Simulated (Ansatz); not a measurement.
# How Au(100) screens a field, part 2 of 2

Aim: image plane and induced charge of Au(100).

Ansatz 0.2.0; plane-wave DFT, LDA, Ansatz PAW.

So far. Step 9 (Atoms held, field 0.4 V/Å): The dipole is 0.277 e·Å.

**10. The response**

This step: plane-wave DFT, LDA, Ansatz PAW; screening of a field by a metal slab (Ansatz 0.2.0).

The dipoles give the slope, and the difference of two potentials shows where the field is screened.

This step gave:

| Item | Value |
| --- | --- |
| equivalent conductor thickness p/(ε₀AE) | 15.08 Å |
| distance between the outer atoms | 12.24 Å |
| inner field over outer field | 7.41e-4 |
| image plane, upper face | 1.437 Å |
| induced electrons on the upper face over ε₀E | -0.9976 |
| image plane, lower face | 1.437 Å |
| induced electrons on the lower face over ε₀E | 0.9976 |

The dipole of the cell by applied field:

```csv
applied field (V/Å),dipole of the cell (e·Å)
-0.200,-0.139
-0.100,-0.0693
-0.050,-0.0347
0.000,0
0.050,0.0347
0.100,0.0693
0.200,0.139
0.400,0.277
```

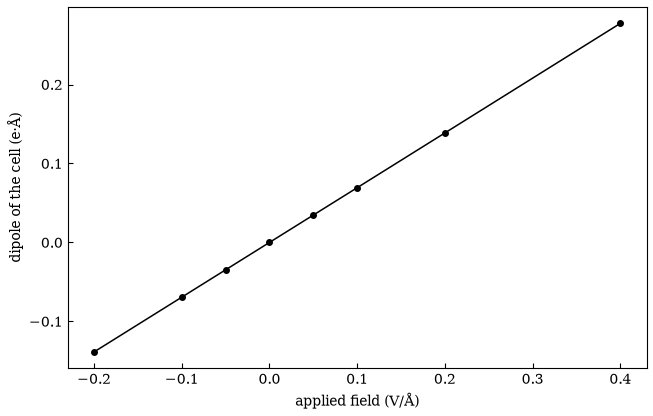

Dipole of the cell, plotted against applied field.

Local field over the applied field, running mean. From the potentials at -0.05 and 0.05 V/Å; running mean over 2.04 Å. Local field over applied field against z:

| z (Å) | local field over applied field |
| --- | --- |
| 6 | 0.956 |
| 8 | 0.323 |
| 10 | 0.00609 |
| 12 | 0.00634 |
| 14 | 4.7e-4 |
| 16 | 3.9e-4 |
| 18 | 0.00578 |
| 20 | 0.00928 |
| 22 | 0.227 |
| 24 | 0.930 |
| 26 | 0.999 |

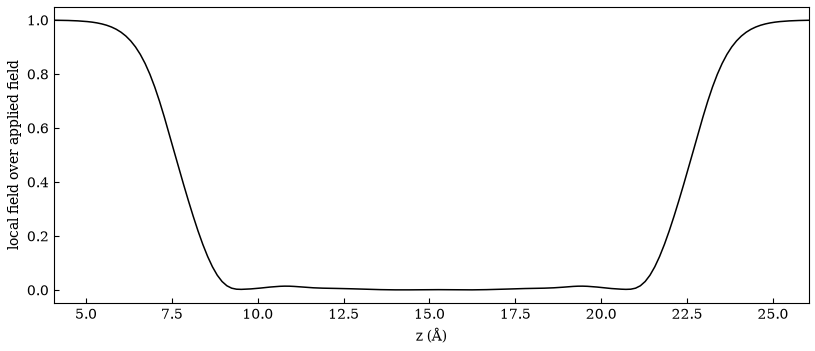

Local field over applied field, plotted against z.

Electrons, planar mean, per unit field. Induced electron density against z:

```
z (Å)  induced electron density (e/Å³ per V/Å)
    5                                   3.1e-5
    6                                   2.7e-4
    7                                  0.00170
    8                                  0.00404
    9                                   3.5e-4
   10                                  -3.4e-4
   11                                   1.4e-4
   12                                  -9.3e-6
   13                                   4.1e-5
   14                                  -2.5e-5
   15                                  -8.6e-6
   16                                   3.4e-5
   17                                  -4.6e-5
   18                                   1.3e-5
   19                                  -5.9e-5
   20                                  -6.4e-6
   21                                   1.1e-4
   22                                 -0.00295
   23                                 -0.00240
   24                                  -4.4e-4
   25                                  -5.4e-5
   26                                  -5.4e-6
```

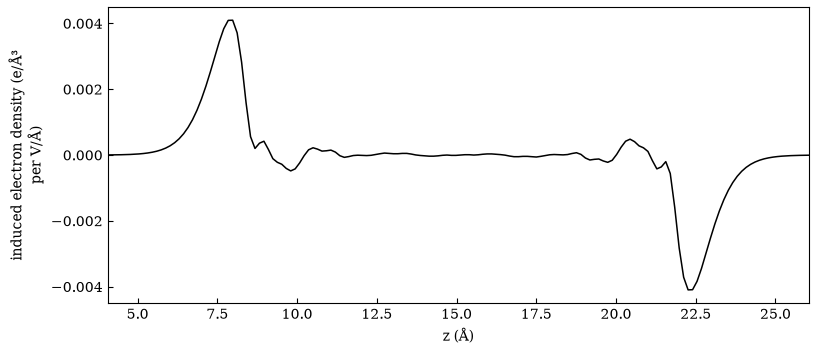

Induced electron density against z.

By hand: between -0.05 and 0.05 V/Å the dipole changes by 0.06935 e·Å, a slope of 0.6935 e·Å²/V. A perfect conductor of thickness t has p = ε₀AEt, so t = 180.95 × 0.6935 / 8.323 = 15.08 Å (e/ε₀ = 180.95 V·Å, A in Å²). Less the 12.24 Å between the outer atoms, and halved, that puts each image plane 1.42 Å out.

The induced dipole is that of a conductor 15.08 Å thick.

**11. The same run with other settings**

This step: plane-wave DFT, LDA, Ansatz PAW (Ansatz 0.2.0).

A run with a changed input: it repeats the earlier run at 0.05 V/Å with efield.ramp_width from 0.06 to 0.15 and efield.dipole_correction from true to false.

File input.yaml:

```yaml
crystal:
  lattice:
    - [2.8849956672, 0.0, 0.0]
    - [0.0, 2.8849956672, 0.0]
    - [0.0, 0.0, 30.24]
  atoms:
    - { symbol: Au, position: [0.0, 0.0, 0.2976190476] }
    - { symbol: Au, position: [0.5, 0.5, 0.3650793651] }
    - { symbol: Au, position: [0.0, 0.0, 0.4325396825] }
    - { symbol: Au, position: [0.5, 0.5, 0.5] }
    - { symbol: Au, position: [0.0, 0.0, 0.5674603175] }
    - { symbol: Au, position: [0.5, 0.5, 0.6349206349] }
    - { symbol: Au, position: [0.0, 0.0, 0.7023809524] }
kpoints:
  mp_grid: { grid: [18, 18, 1] }
hamiltonian:
  xc: lda
scf:
  occupations: { method: fermi_dirac, width: 0.1 }
  convergence: { dr2_threshold: 1.0e-10 }
efield:
  axis: 3
  dipole_correction: false
  ramp_position: 0.97
  ramp_width: 0.15
  amplitude: 0.05
output:
  forces: true
  write_potential: true
  write_density: true
  volumetric_format: npy
```

Run with:

```console
ansatz run input.yaml --threads 4 --pin off --max-ram 6144MiB --backend cpu --events-out ev --progress --plain --runs-dir out
```

Numbers of over 12 decimals in the logs are rounded to 6 here.

The log of the run:

```text
[...]
Crystal: 7 atoms, lattice volume = 251.694 Å³
Basis set: ecut = 420 eV, 4889 PW (Γ)
Bands: 80, of which v1, the nominal top of the filled ones, is band 67 counted from 1 (66 counted from 0)
Symmetry: 8 space group operations
k-points: 55 of 324
[...]
SCF iter   1: F=—  HF=-90053.333040 eV  |F-HF|=—  |Δ(HF+E_count)|=         —  Δρ=7.89e-3  dr2=3.61e0  ethr=1.77e-3  p=0.002 e·Å  V_vac-E_F(+/−)=5.65/4.41 eV  ⟨swp⟩=8.0  Hψ=18687  notcnv=0  defer=120
[...]
SCF iter  11: F=-90053.213365 eV  HF=-90053.213365 eV  |F-HF|=2.33e-10  |Δ(HF+E_count)|=  4.07e-10  Δρ=6.59e-8  dr2=1.25e-11  ethr=1.00e-12  p=0.069 e·Å  V_vac-E_F(+/−)=6.10/5.11 eV  ⟨swp⟩=19.7  Hψ=31246  notcnv=0
WARN: efield: at this solve's end the planar-averaged density reaches 2.52e-5 e/Å³ inside the ramp window [0.9369, 0.1531] (bound 1e-5 e/Å³); by the running means of the window's planes the mean density over a ramp is at most 1.26e-5 e/Å³, which is held to the bound (the quickstart, § The vacuum guard, A window that rings); the window's nearer edge stands 4.37 Å from this solve's nearest atom along the axis. Its free energy, forces, stress, dipole, levels and responses can be off, and this figure does not tell by how much. A short vacuum, a low `basis.ecutwfc` or `basis.ecutrho_ratio` and negative occupations (`scf.occupations.method`) can put density there. [rest of the remark cut]
SCF 1 converged in 11 iterations: F = -90053.213365 eV  dr2 = 1.25e-11
[...]
SCF converged after 11 iterations
Free energy (F): -90053.213365 eV
[...]
Internal energy: -90053.143350 eV  (E = F + TS)
E sigma→0 (E₀):  -90053.178357 eV
Entropy (-TS):   -0.070015 eV (-10.002 meV/atom)
Fermi energy:    6.591321 eV
Dipole field:    D = 0.049710 V/Å  (p = 0.069144 e·Å, saw-weighted)
Work function:   not extracted (applied field tilts the vacuum); planar V_es + V_field profile in the machine report
[...]
Vacuum region:   at the solve's end the planar-averaged density reaches 2.52e-5 e/Å³ inside the ramp window [0.9369, 0.1531] (bound 1e-5 e/Å³); by the running means of the window's planes the mean density over a ramp is at most 1.26e-5 e/Å³, which is held to the bound (the quickstart, § The vacuum guard, A window that rings)
[...]
--- Forces (eV/Å), atoms counted from 1 ---
  atom   1  Au     0.00000000     0.00000000     0.37471016
  atom   2  Au     0.00000000     0.00000000    -0.13755590
  atom   3  Au    -0.00000000     0.00000000    -0.00638689
  atom   4  Au     0.00000000     0.00000000     0.00011072
  atom   5  Au     0.00000000     0.00000000     0.00604036
  atom   6  Au    -0.00000000     0.00000000     0.14263457
  atom   7  Au    -0.00000000     0.00000000    -0.37955603
  max |Σ_I F_I| component: 3.01e-6 eV/Å
--- Band table (eV; the first three rows and the last of 55) ---
  k-point 0: bands = [... 63 lower, 4.7071, 4.7890, 4.8027, 4.9598, 4.9598, 5.0787, 6.9865, 7.8317, ... 9 higher]
  k-point 1: bands = [... 63 lower, 4.6937, 4.7360, 4.7547, 4.7812, 4.9681, 5.4339, 7.1697, 8.0669, ... 9 higher]
  k-point 2: bands = [... 63 lower, 4.6541, 4.6601, 4.7345, 4.8533, 4.9560, 5.9475, 7.6238, 8.6598, ... 9 higher]
  k-point 54: bands = [... 63 lower, 8.1561, 8.1561, 9.4919, 9.4919, 11.0557, 11.0557, 11.4019, 11.4039, ... 9 higher]
```

Wall time 41 s (4 threads of Arm Neoverse V1, shared host); peak memory 1.1 GiB.

| quantity | this run | earlier run | difference |
| --- | --- | --- | --- |
| dipole along the normal (e·Å) | 0.06914 | 0.03467 | 0.034 |

With the dipole correction off, the periodic images add a field of their own to the typed one.

It moves by +0.0345 e·Å.

With the ramp this near the atoms the program warns of density in it; these numbers are not the system's.

**12. A changed input: efield.amplitude = 0.2**

Another changed input: it repeats the earlier run at 0.05 V/Å with efield.amplitude from 0.05 to 0.2.

Edit input.yaml of step 11 so:

```diff
@@ -22,6 +22,6 @@
   axis: 3
-  dipole_correction: false
+  dipole_correction: true
   ramp_position: 0.97
-  ramp_width: 0.15
-  amplitude: 0.05
+  ramp_width: 0.06
+  amplitude: 0.2
 output:
```

The log of the run:

```text
[...]
Crystal: 7 atoms, lattice volume = 251.694 Å³
Basis set: ecut = 420 eV, 4889 PW (Γ)
Bands: 80, of which v1, the nominal top of the filled ones, is band 67 counted from 1 (66 counted from 0)
Symmetry: 8 space group operations
k-points: 55 of 324
[...]
SCF iter   1: F=—  HF=-90055.637458 eV  |F-HF|=—  |Δ(HF+E_count)|=         —  Δρ=5.22e-2  dr2=8.96e0  ethr=3.10e-3  p=0.137 e·Å  D=9.82e-2 V/Å  ΔV_dip=-2.97 eV  dr2_dipole=9.33e-3  V_vac-E_F(+/−)=5.71/3.13 eV  ⟨swp⟩=7.7  Hψ=18076  notcnv=0  defer=67
[...]
SCF iter  12: F=-90053.225507 eV  HF=-90053.225507 eV  |F-HF|=4.95e-10  |Δ(HF+E_count)|=  2.33e-10  Δρ=7.76e-8  dr2=8.60e-12  ethr=1.00e-12  p=0.139 e·Å  D=9.97e-2 V/Å  ΔV_dip=-3.02 eV  dr2_dipole=9.95e-16  V_vac-E_F(+/−)=6.70/4.17 eV  ⟨swp⟩=19.2  Hψ=30905  notcnv=0
SCF 1 converged in 12 iterations: F = -90053.225507 eV  dr2 = 8.60e-12
[...]
SCF converged after 12 iterations
Free energy (F): -90053.225507 eV
[...]
Internal energy: -90053.155490 eV  (E = F + TS)
E sigma→0 (E₀):  -90053.190498 eV
Entropy (-TS):   -0.070017 eV (-10.002 meV/atom)
Fermi energy:    6.658160 eV
Dipole field:    D = 0.099722 V/Å  (p = 0.138708 e·Å, saw-weighted, corrected)
Work function:   not extracted (applied field tilts the vacuum); planar V_es + V_field profile in the machine report
[...]
--- Forces (eV/Å), atoms counted from 1 ---
  atom   1  Au     0.00000000     0.00000000     0.37162781
  atom   2  Au     0.00000000     0.00000000    -0.13503297
  atom   3  Au    -0.00000000     0.00000000    -0.00656338
  atom   4  Au     0.00000000     0.00000000     0.00021948
  atom   5  Au     0.00000000     0.00000000     0.00586649
  atom   6  Au    -0.00000000     0.00000000     0.14521776
  atom   7  Au    -0.00000000     0.00000000    -0.38133827
  max |Σ_I F_I| component: 3.08e-6 eV/Å
--- Band table (eV; the first three rows and the last of 55) ---
  k-point 0: bands = [... 63 lower, 4.7740, 4.8538, 4.8718, 5.0267, 5.0267, 5.1454, 7.0517, 7.8996, ... 9 higher]
  k-point 1: bands = [... 63 lower, 4.7610, 4.8015, 4.8228, 4.8482, 5.0350, 5.5007, 7.2352, 8.1345, ... 9 higher]
  k-point 2: bands = [... 63 lower, 4.7183, 4.7298, 4.8015, 4.9201, 5.0230, 6.0142, 7.6896, 8.7268, ... 9 higher]
  k-point 54: bands = [... 63 lower, 8.2229, 8.2229, 9.5588, 9.5588, 11.1226, 11.1226, 11.4688, 11.4707, ... 9 higher]
```

Wall time 44 s (4 threads); peak memory 1.1 GiB.

Numbers from this step:

```
energy at zero smearing : -90053.1905 eV
dipole along the normal : 0.1387 e·Å
```

Force by atom:

| atom | x (eV/Å) | y (eV/Å) | z (eV/Å) | size |
| --- | --- | --- | --- | --- |
| Au1 | 0.000 | 0.000 | 0.372 | 0.372 |
| Au2 | 0.000 | 0.000 | -0.135 | 0.135 |
| Au3 | 0.000 | 0.000 | -0.007 | 0.007 |
| Au4 | 0.000 | 0.000 | 0.000 | 0.000 |
| Au5 | 0.000 | 0.000 | 0.006 | 0.006 |
| Au6 | 0.000 | 0.000 | 0.145 | 0.145 |
| Au7 | 0.000 | 0.000 | -0.381 | 0.381 |

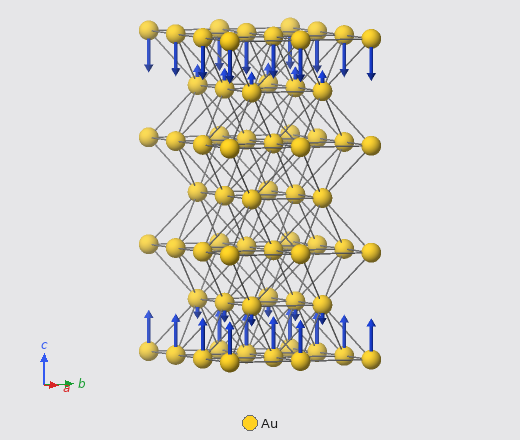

Force as arrows, the longest 0.381 eV/Å. 3×2×1 cells are drawn. Some periodic images of atoms are drawn too.

```
                     quantity  this run  earlier run  difference
dipole along the normal (e·Å)    0.1387      0.03467        0.10
```

The applied field differs, and the slope found earlier predicts a dipole of 0.139 e·Å; this run gives 0.139 e·Å, in line with it.

**13. Summary of results**

| Quantity | Value |
| --- | --- |
| work function | 5.50 eV |
| image plane, upper face | 1.44 Å |
| induced electrons on the upper face over ε₀E | -0.998 |
| equivalent conductor thickness p/(ε₀AE) | 15.1 Å |
| inner field over outer field | 7.4e-4 |

In words: The induced charge has its centre 1.44 Å outside the outermost atoms; this is the plane from which a capacitor's gap or an image potential counts. The equivalent conductor thickness exceeds the distance between the outer atoms by 2.84 Å, about the sum of the two image-plane distances. In the middle of the slab the field is screened to under 0.5 % of its outer value. The atoms are held at bulk positions with the tabulated experimental lattice constant.

[Logs are printed without paths, hosts, clocks, repeated set-up lines and the standing remarks that a program may print on its own settings, such as how far it seeks lower states.]

[Hosts, paths, dates, database ids (printed as entryN), source tags and the programs' standing remarks are cut or masked in the printed files.]

[Maps of the electrostatic potential energy from Ansatz leave out the sawtooth potential of an applied field or a dipole correction, so their vacuum need not be flat; planar profiles and work functions include it.]
